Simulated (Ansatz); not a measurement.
**GaAsH2 (triplet): B2PLYP, RPA-PBE over vertical spin and charge gaps, cc-pVTZ**

Aim: run GaAsH2 (triplet) with these functionals over vertical spin and charge gaps, and hold them against the top wave-function level at the same points.

Program: Ansatz 0.2.0, Gaussian basis. Level of theory: cc-pVTZ, all electrons in the functionals, frozen cores in the correlation of double hybrids and RPA. These are calculated values, not measurements.

To be run: B2PLYP, RPA-PBE, at charge 0, triplet; charge 0, singlet; charge 0, quintet; charge 1, doublet; charge 1, quartet.

14 further runs of the same task are left out: 8 for a known fault of the program, 6 set aside as unsound or not needed.

### Step 1. The system

The geometry is a PBE0/def2-TZVP stationary point (not a proven minimum). No spin-orbit coupling is included. The filled d shell of Ga, As may be among the frozen orbitals whatever the setting's name suggests; the logs give the count.

4 atoms, charge 0, spin multiplicity 3.

Atoms are counted from 1 here; the program's logs count them from 0.

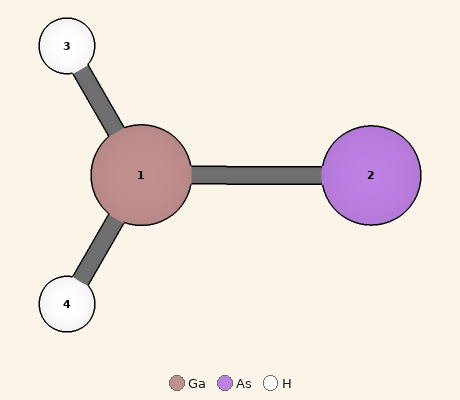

The structure; gallium pink, arsenic purple, hydrogen white; atoms are numbered from 1 in the order of the file.

No dispersion term is added.

The geometry shown and the zero of energy belong to the point charge 0, triplet. The yardstick, UCCSDT(Q), and other wave-function levels (R restricted, U unrestricted, valence and pair active spaces) come from earlier runs.

### Step 2. B2PLYP, charge 0, triplet

Input file in.yaml:

```yaml
crystal:
  periodic: [false, false, false]
  atoms:
    - {symbol: Ga, position_ang: [0.000000, 0.000000, 1.226035]}
    - {symbol: As, position_ang: [0.000000, 0.000000, -1.195022]}
    - {symbol: H, position_ang: [0.000000, 1.363635, 2.009104]}
    - {symbol: H, position_ang: [0.000000, -1.363635, 2.009104]}
basis:
  gaussian: {orbitals: cc-pVTZ}
magnetization: {spin_polarized: true, initial_magnetization: 2}
hamiltonian: {xc: {name: B2PLYP}}
correlation: {electrons: outside_noble_gas}
```

Run with:

```console
ansatz run in.yaml --threads 2 --pin off --events-out ev --progress --plain --max-ram 24576MiB --backend cuda --devices 0, --max-vram 18GiB
```

The log of the run:

```text
Functional definition: B2PLYP
  name "B2PLYP"
  cite "Grimme, J. Chem. Phys. 124, 034108 (2006) doi:10.1063/1.2148954"
  cite "Becke, Phys. Rev. A 38, 3098 (1988) doi:10.1103/PhysRevA.38.3098"
  cite "Lee, Yang & Parr, Phys. Rev. B 37, 785 (1988) doi:10.1103/PhysRevB.37.785"
  parameter a = 0.53
  parameter c = 0.27
  exchange = (1 - a)*b88_x + a*exact_x
  correlation = (1 - c)*lyp_c + c*(mp2_os + mp2_ss)
723 factors; integrals over basis functions are off by at most 1.4e-3 eV
mean field evaluation 1: about -113228.2088 eV, gradient 8.7e0 eV
mean field evaluation 2: about -113228.2379 eV, gradient 8.7e0 eV
mean field evaluation 4: about -113228.6277 eV, gradient 1.2e0 eV
mean field evaluation 8: about -113228.6366 eV, gradient 3.3e-2 eV
mean field evaluation 16: about -113228.6366 eV, gradient 1.2e-4 eV
mean field -113228.63662713 eV, -4161.0756469206 hartree, gradient 2.6e-6 eV, S^2 2.006691; 2 other end points of the search recorded, 0 dependent functions left out
28 core orbitals not correlated: weight in the atoms' cores, before any rotation towards them, 0.997 or more for the frozen orbitals, at most 0.002 for the correlated occupied ones
reference -113228.63677473 eV, -4161.0756523447 hartree; 6, 4 occupied and 80, 82 virtual orbitals, 723 factors
second order -5.60252260 eV of doubles, -0.00000000 eV of singles
Total energy: -113230.14945583 eV, -4161.1312423498 hartree
```

Run time: 7.5 s. Hardware: 1 × H100 (card shared with other runs) with 2 threads of AMD EPYC 7R13, shared host; peak host memory 0.77 GiB.

From the report: ⟨S²⟩ of the determinant 2.007 (pure triplet: 2.00).

### Step 3. B2PLYP, charge 0, singlet

in.yaml: that of step 2 with these lines changed.

```diff
@@ -9,3 +9,3 @@
   gaussian: {orbitals: cc-pVTZ}
-magnetization: {spin_polarized: true, initial_magnetization: 2}
+magnetization: {spin_polarized: true, initial_magnetization: 0}
 hamiltonian: {xc: {name: B2PLYP}}
```

Run with:

```console
ansatz run in.yaml --threads 1 --pin off --events-out ev --progress --plain --max-ram 4096MiB --backend cpu
```

The log of the run (excerpt; [...] marks lines left out):

```text
Functional definition: B2PLYP
  name "B2PLYP"
  cite "Grimme, J. Chem. Phys. 124, 034108 (2006) doi:10.1063/1.2148954"
  cite "Becke, Phys. Rev. A 38, 3098 (1988) doi:10.1103/PhysRevA.38.3098"
  cite "Lee, Yang & Parr, Phys. Rev. B 37, 785 (1988) doi:10.1103/PhysRevB.37.785"
[...]
723 factors; integrals over basis functions are off by at most 1.4e-3 eV
[...]
mean field -113228.37146095 eV, -4161.0659022432 hartree, gradient 9.0e-7 eV, S^2 0.977588; 8 other end points of the search recorded, 0 dependent functions left out
28 core orbitals not correlated: weight in the atoms' cores, before any rotation towards them, 0.997 or more for the frozen orbitals, at most 0.002 for the correlated occupied ones
reference -113228.37160721 eV, -4161.0659076180 hartree; 5, 5 occupied and 81, 81 virtual orbitals, 723 factors
second order -5.60052896 eV of doubles, -0.00000000 eV of singles
Total energy: -113229.88375003 eV, -4161.1214778417 hartree
```

It took 25 s on 1 thread of AMD EPYC 7R13, shared host; peak memory 0.37 GiB.

From the report: ⟨S²⟩ of the determinant 0.978 (pure singlet: 0.00). The determinant is far from a pure spin state, so its energy mixes those of several spin states (harmless only where they are near-degenerate, as at dissociation).

From charge 0, triplet: +6.1 kcal/mol.

### Step 4. B2PLYP, charge 0, quintet

in.yaml: that of step 3 with these lines changed.

```diff
@@ -9,3 +9,3 @@
   gaussian: {orbitals: cc-pVTZ}
-magnetization: {spin_polarized: true, initial_magnetization: 0}
+magnetization: {spin_polarized: true, initial_magnetization: 4}
 hamiltonian: {xc: {name: B2PLYP}}
```

Run with:

```console
ansatz run in.yaml --threads 2 --pin off --events-out ev --progress --plain --max-ram 24576MiB --backend cuda --devices 0, --max-vram 18GiB
```

The log of the run (excerpt; [...] marks lines left out):

```text
Functional definition: B2PLYP
  name "B2PLYP"
  cite "Grimme, J. Chem. Phys. 124, 034108 (2006) doi:10.1063/1.2148954"
  cite "Becke, Phys. Rev. A 38, 3098 (1988) doi:10.1103/PhysRevA.38.3098"
  cite "Lee, Yang & Parr, Phys. Rev. B 37, 785 (1988) doi:10.1103/PhysRevB.37.785"
[...]
723 factors; integrals over basis functions are off by at most 1.4e-3 eV
[...]
mean field -113224.86544497 eV, -4160.9370585325 hartree, gradient 8.7e-6 eV, S^2 6.004068; 4 other end points of the search recorded, 0 dependent functions left out
28 core orbitals not correlated: weight in the atoms' cores, before any rotation towards them, 0.991 or more for the frozen orbitals, at most 0.007 for the correlated occupied ones
reference -113224.86559028 eV, -4160.9370638723 hartree; 7, 3 occupied and 79, 83 virtual orbitals, 723 factors
second order -5.35336974 eV of doubles, -0.00000000 eV of singles
Total energy: -113226.31100011 eV, -4160.9901817038 hartree
```

Run time: 3.9 s. Hardware: 1 × H100 (card shared with other runs) with 2 threads of AMD EPYC 7R13, shared host; peak host memory 0.78 GiB.

From the report: ⟨S²⟩ of the determinant 6.004 (pure quintet: 6.00).

From charge 0, triplet: +88.5 kcal/mol.

### Step 5. B2PLYP, charge 1, doublet

in.yaml: that of step 4 with these lines changed.

```diff
@@ -9,3 +9,4 @@
   gaussian: {orbitals: cc-pVTZ}
-magnetization: {spin_polarized: true, initial_magnetization: 4}
+total_charge: 1
+magnetization: {spin_polarized: true, initial_magnetization: 1}
 hamiltonian: {xc: {name: B2PLYP}}
```

Launched as before.

The log of the run (excerpt; [...] marks lines left out):

```text
Functional definition: B2PLYP
  name "B2PLYP"
  cite "Grimme, J. Chem. Phys. 124, 034108 (2006) doi:10.1063/1.2148954"
  cite "Becke, Phys. Rev. A 38, 3098 (1988) doi:10.1103/PhysRevA.38.3098"
  cite "Lee, Yang & Parr, Phys. Rev. B 37, 785 (1988) doi:10.1103/PhysRevB.37.785"
[...]
723 factors; integrals over basis functions are off by at most 1.4e-3 eV
[...]
mean field -113219.86018834 eV, -4160.7531187438 hartree, gradient 2.4e-6 eV, S^2 1.153675; 9 other end points of the search recorded, 0 dependent functions left out
28 core orbitals not correlated: weight in the atoms' cores, before any rotation towards them, 0.997 or more for the frozen orbitals, at most 0.004 for the correlated occupied ones
reference -113219.86033154 eV, -4160.7531240065 hartree; 5, 4 occupied and 81, 82 virtual orbitals, 723 factors
second order -4.93972118 eV of doubles, -0.00000000 eV of singles
Total energy: -113221.19405626 eV, -4160.8021374859 hartree
```

Wall time 8 s (1 × H100 (card shared with other runs) with 2 threads of AMD EPYC 7R13, shared host); peak host memory 0.78 GiB.

From the report: ⟨S²⟩ of the determinant 1.154 (pure doublet: 0.75).

From charge 0, triplet: +206.5 kcal/mol.

### Step 6. B2PLYP, charge 1, quartet

in.yaml: that of step 5 with these lines changed.

```diff
@@ -10,3 +10,3 @@
 total_charge: 1
-magnetization: {spin_polarized: true, initial_magnetization: 1}
+magnetization: {spin_polarized: true, initial_magnetization: 3}
 hamiltonian: {xc: {name: B2PLYP}}
```

Same command.

The log of the run (excerpt; [...] marks lines left out):

```text
Functional definition: B2PLYP
  name "B2PLYP"
  cite "Grimme, J. Chem. Phys. 124, 034108 (2006) doi:10.1063/1.2148954"
  cite "Becke, Phys. Rev. A 38, 3098 (1988) doi:10.1103/PhysRevA.38.3098"
  cite "Lee, Yang & Parr, Phys. Rev. B 37, 785 (1988) doi:10.1103/PhysRevB.37.785"
[...]
723 factors; integrals over basis functions are off by at most 1.4e-3 eV
[...]
mean field -113219.77744910 eV, -4160.7500781328 hartree, gradient 1.3e-6 eV, S^2 3.756184; 0 other end points of the search recorded, 0 dependent functions left out
28 core orbitals not correlated: weight in the atoms' cores, before any rotation towards them, 0.996 or more for the frozen orbitals, at most 0.005 for the correlated occupied ones
reference -113219.77759142 eV, -4160.7500833633 hartree; 6, 3 occupied and 80, 83 virtual orbitals, 723 factors
second order -4.78426451 eV of doubles, -0.00000000 eV of singles
Total energy: -113221.06934284 eV, -4160.7975543523 hartree
```

Run time: 6.5 s. Hardware: 1 × H100 (card shared with other runs) with 2 threads of AMD EPYC 7R13, shared host; peak host memory 0.78 GiB.

From the report: ⟨S²⟩ of the determinant 3.756 (pure quartet: 3.75).

From charge 0, triplet: +209.4 kcal/mol.

### Step 7. RPA-PBE, charge 0, triplet

in.yaml: that of step 6 with these lines changed.

```diff
@@ -9,5 +9,4 @@
   gaussian: {orbitals: cc-pVTZ}
-total_charge: 1
-magnetization: {spin_polarized: true, initial_magnetization: 3}
-hamiltonian: {xc: {name: B2PLYP}}
-correlation: {electrons: outside_noble_gas}
+magnetization: {spin_polarized: true, initial_magnetization: 2}
+hamiltonian: {xc: {name: PBE}}
+correlation: {method: rpa, electrons: outside_noble_gas}
```

Launched as before.

The log of the run (excerpt; [...] marks lines left out):

```text
Functional definition: PBE
  name "PBE"
  cite "Perdew, Burke & Ernzerhof, Phys. Rev. Lett. 77, 3865 (1996) doi:10.1103/PhysRevLett.77.3865"
  parent pbe
[...]
723 factors; integrals over basis functions are off by at most 1.4e-3 eV
[...]
mean field -113235.42419907 eV, -4161.3250855885 hartree, gradient 1.9e-6 eV, S^2 2.004095; 2 other end points of the search recorded, 0 dependent functions left out
28 core orbitals not correlated: weight in the atoms' cores, before any rotation towards them, 0.993 or more for the frozen orbitals, at most 0.005 for the correlated occupied ones
reference -113162.33535946 eV, -4158.6391202743 hartree; 6, 4 occupied and 80, 82 virtual orbitals, 723 factors
Total energy: -113171.90674623 eV, -4158.9908622503 hartree
```

Run time: 8 s. Hardware: 1 × H100 (card shared with other runs) with 2 threads of AMD EPYC 7R13, shared host; peak host memory 0.85 GiB.

From the report: ⟨S²⟩ of the determinant 2.004 (pure triplet: 2.00).

### Step 8. RPA-PBE, charge 0, singlet

in.yaml: that of step 7 with these lines changed.

```diff
@@ -9,3 +9,3 @@
   gaussian: {orbitals: cc-pVTZ}
-magnetization: {spin_polarized: true, initial_magnetization: 2}
+magnetization: {spin_polarized: true, initial_magnetization: 0}
 hamiltonian: {xc: {name: PBE}}
```

Run with:

```console
ansatz run in.yaml --threads 1 --pin off --events-out ev --progress --plain --max-ram 4096MiB --backend cpu
```

The log of the run (excerpt; [...] marks lines left out):

```text
Functional definition: PBE
  name "PBE"
  cite "Perdew, Burke & Ernzerhof, Phys. Rev. Lett. 77, 3865 (1996) doi:10.1103/PhysRevLett.77.3865"
  parent pbe
[...]
723 factors; integrals over basis functions are off by at most 1.4e-3 eV
[...]
mean field -113235.18744140 eV, -4161.3163849048 hartree, gradient 1.3e-6 eV, S^2 0.932437; 11 other end points of the search recorded, 0 dependent functions left out
28 core orbitals not correlated: weight in the atoms' cores, before any rotation towards them, 0.994 or more for the frozen orbitals, at most 0.004 for the correlated occupied ones
reference -113161.81377111 eV, -4158.6199522562 hartree; 5, 5 occupied and 81, 81 virtual orbitals, 723 factors
Total energy: -113171.64340051 eV, -4158.9811844737 hartree
```

Run time: 36 s. Hardware: 1 thread of AMD EPYC 7R13, shared host; peak memory 0.29 GiB.

From the report: ⟨S²⟩ of the determinant 0.932 (pure singlet: 0.00). The determinant is far from a pure spin state, so its energy mixes those of several spin states (harmless only where they are near-degenerate, as at dissociation).

From charge 0, triplet: +6.1 kcal/mol.

### Step 9. RPA-PBE, charge 0, quintet

in.yaml: that of step 8 with these lines changed.

```diff
@@ -9,3 +9,3 @@
   gaussian: {orbitals: cc-pVTZ}
-magnetization: {spin_polarized: true, initial_magnetization: 0}
+magnetization: {spin_polarized: true, initial_magnetization: 4}
 hamiltonian: {xc: {name: PBE}}
```

Run with:

```console
ansatz run in.yaml --threads 2 --pin off --events-out ev --progress --plain --max-ram 24576MiB --backend cuda --devices 0, --max-vram 18GiB
```

The log of the run (excerpt; [...] marks lines left out):

```text
Functional definition: PBE
  name "PBE"
  cite "Perdew, Burke & Ernzerhof, Phys. Rev. Lett. 77, 3865 (1996) doi:10.1103/PhysRevLett.77.3865"
  parent pbe
[...]
723 factors; integrals over basis functions are off by at most 1.4e-3 eV
[...]
mean field -113231.83579351 eV, -4161.1932141166 hartree, gradient 9.4e-7 eV, S^2 6.002283; 13 other end points of the search recorded, 0 dependent functions left out
28 core orbitals not correlated: weight in the atoms' cores, before any rotation towards them, 0.979 or more for the frozen orbitals, at most 0.018 for the correlated occupied ones
reference -113158.80837911 eV, -4158.5095061371 hartree; 7, 3 occupied and 79, 83 virtual orbitals, 723 factors
Total energy: -113168.20096721 eV, -4158.8546773832 hartree
```

It took 7.5 s on 1 × H100 (card shared with other runs) with 2 threads of AMD EPYC 7R13, shared host; peak host memory 0.85 GiB.

From the report: ⟨S²⟩ of the determinant 6.002 (pure quintet: 6.00).

From charge 0, triplet: +85.5 kcal/mol.

### Step 10. RPA-PBE, charge 1, doublet

in.yaml: that of step 9 with these lines changed.

```diff
@@ -9,3 +9,4 @@
   gaussian: {orbitals: cc-pVTZ}
-magnetization: {spin_polarized: true, initial_magnetization: 4}
+total_charge: 1
+magnetization: {spin_polarized: true, initial_magnetization: 1}
 hamiltonian: {xc: {name: PBE}}
```

Same command.

The log of the run (excerpt; [...] marks lines left out):

```text
Functional definition: PBE
  name "PBE"
  cite "Perdew, Burke & Ernzerhof, Phys. Rev. Lett. 77, 3865 (1996) doi:10.1103/PhysRevLett.77.3865"
  parent pbe
[...]
723 factors; integrals over basis functions are off by at most 1.4e-3 eV
[...]
mean field -113226.63206169 eV, -4161.0019804993 hartree, gradient 2.6e-7 eV, S^2 0.776358; 10 other end points of the search recorded, 0 dependent functions left out
28 core orbitals not correlated: weight in the atoms' cores, before any rotation towards them, 0.991 or more for the frozen orbitals, at most 0.008 for the correlated occupied ones
reference -113153.24378248 eV, -4158.3050109829 hartree; 5, 4 occupied and 81, 82 virtual orbitals, 723 factors
Total energy: -113162.85115164 eV, -4158.6580752874 hartree
```

Wall time 12 s (1 × H100 (card shared with other runs) with 2 threads of AMD EPYC 7R13, shared host); peak host memory 0.85 GiB.

From the report: ⟨S²⟩ of the determinant 0.776 (pure doublet: 0.75).

From charge 0, triplet: +208.8 kcal/mol.

### Step 11. RPA-PBE, charge 1, quartet

in.yaml: that of step 10 with these lines changed.

```diff
@@ -10,3 +10,3 @@
 total_charge: 1
-magnetization: {spin_polarized: true, initial_magnetization: 1}
+magnetization: {spin_polarized: true, initial_magnetization: 3}
 hamiltonian: {xc: {name: PBE}}
```

The command is unchanged.

The log of the run (excerpt; [...] marks lines left out):

```text
Functional definition: PBE
  name "PBE"
  cite "Perdew, Burke & Ernzerhof, Phys. Rev. Lett. 77, 3865 (1996) doi:10.1103/PhysRevLett.77.3865"
  parent pbe
[...]
723 factors; integrals over basis functions are off by at most 1.4e-3 eV
[...]
mean field -113226.35578808 eV, -4160.9918276316 hartree, gradient 6.0e-6 eV, S^2 3.752017; 4 other end points of the search recorded, 0 dependent functions left out
28 core orbitals not correlated: weight in the atoms' cores, before any rotation towards them, 0.991 or more for the frozen orbitals, at most 0.010 for the correlated occupied ones
reference -113154.07347438 eV, -4158.3355015977 hartree; 6, 3 occupied and 80, 83 virtual orbitals, 723 factors
Total energy: -113162.65562185 eV, -4158.6508897002 hartree
```

It took 8.5 s on 1 × H100 (card shared with other runs) with 2 threads of AMD EPYC 7R13, shared host; peak host memory 0.85 GiB.

From the report: ⟨S²⟩ of the determinant 3.752 (pure quartet: 3.75).

From charge 0, triplet: +213.3 kcal/mol.

### Step 12. The comparison

The yardstick is UCCSDT(Q), where the cluster series has nearly closed. It comes from earlier runs at the same points. Energies in kcal/mol, counted from charge 0, triplet; blanks weren't run or aren't comparable.

```
    level  triplet to singlet  triplet to quintet  ionisation to the doublet cation  ionisation to the quartet cation
UCCSDT(Q)                                                                     207.5                             207.0
   B2PLYP                 6.1                88.5                             206.5                             209.4
  RPA-PBE                 6.1                85.5                             208.8                             213.3
```

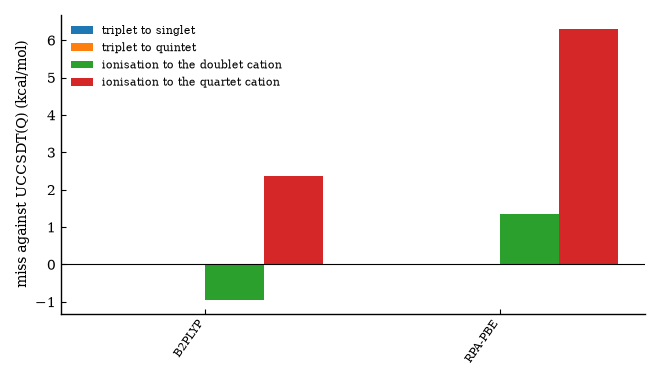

Misses of the gaps against UCCSDT(Q).

Largest miss and mean time a point (UCCSDT(Q) took 41 s a point; shared hosts):

```
  level  largest miss (kcal/mol)                             where  time a point
 B2PLYP                     +2.4  ionisation to the quartet cation          10 s
RPA-PBE                     +6.3  ionisation to the quartet cation          14 s
```

### Step 13. Summary of results

| quantity | value |
| --- | --- |
| ionisation to the doublet cation, UCCSDT(Q) | 207.5 kcal/mol |
| ionisation to the quartet cation, UCCSDT(Q) | 207.0 kcal/mol |
| largest miss, B2PLYP | +2.4 kcal/mol (ionisation to the quartet cation) |
| largest miss, RPA-PBE | +6.3 kcal/mol (ionisation to the quartet cation) |

**Reading.** Misses are known at 2 of 4 points at best, and only functionals with that many are ranked. Of the functionals, B2PLYP keep the smallest largest miss at the points compared (at most 2.4 kcal/mol) and RPA-PBE strays most (6.3 kcal/mol, at ionisation to the quartet cation). B2PLYP, RPA-PBE clearly break the spin symmetry at some points (⟨S²⟩ up to 0.98 above the pure value), so energy there is bought with a mixed spin. Functionals and the yardstick converge differently with the basis, so part of each miss in cc-pVTZ is the basis. The program flags that the yardstick's amplitudes may have other solutions at some points.
